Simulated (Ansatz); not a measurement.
BH$_{9}$SSi$_{3}$ (SMILES BS[SiH2][SiH2][SiH3])

```tsv
atom	x (Å)	y (Å)	z (Å)
B	-0.6134	2.2927	1.2235
S	-1.2187	0.8749	2.1398
Si	-1.6892	-0.5939	0.5433
Si	0.2768	-1.6700	-0.2394
Si	1.8191	-0.2097	-1.2950
H	-0.5442	2.2971	0.0155
H	-0.2833	3.2481	1.8876
H	-2.6101	-1.5911	1.1855
H	-2.4228	0.1008	-0.5657
H	-0.1365	-2.7409	-1.2154
H	0.9362	-2.3440	0.9329
H	1.1711	0.4651	-2.4695
H	2.2984	0.8377	-0.3330
H	3.0035	-0.9961	-1.7813
```

The calculation used RKS BLYP/def2-SVP (Ansatz).

### What can the converged electron density and electron localisation function tell about the bonding?

Si–Si (2.37 Å): ρ is about 0.61 e/Å³ halfway; the ELF peaks at about 1 between the atoms; localised, covalent bonding.
Si–H (1.50 Å): ρ at the midpoint is about 0.75 e/Å³; the ELF climbs to about 1 towards the hydrogen, as it does in any bond to H.

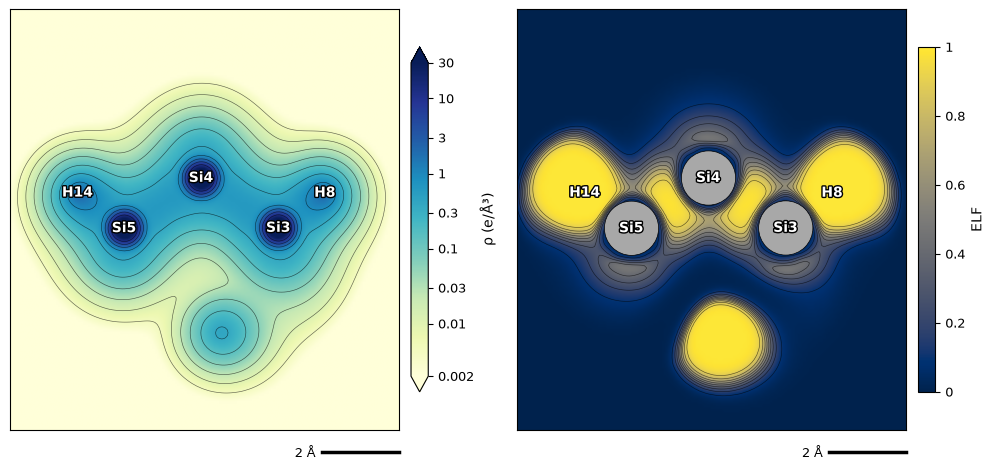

Computed electron density and electron localisation function on the plane of atoms Si4, Si5 and H14, in this order. Grey discs cover the atomic cores in the ELF map. 
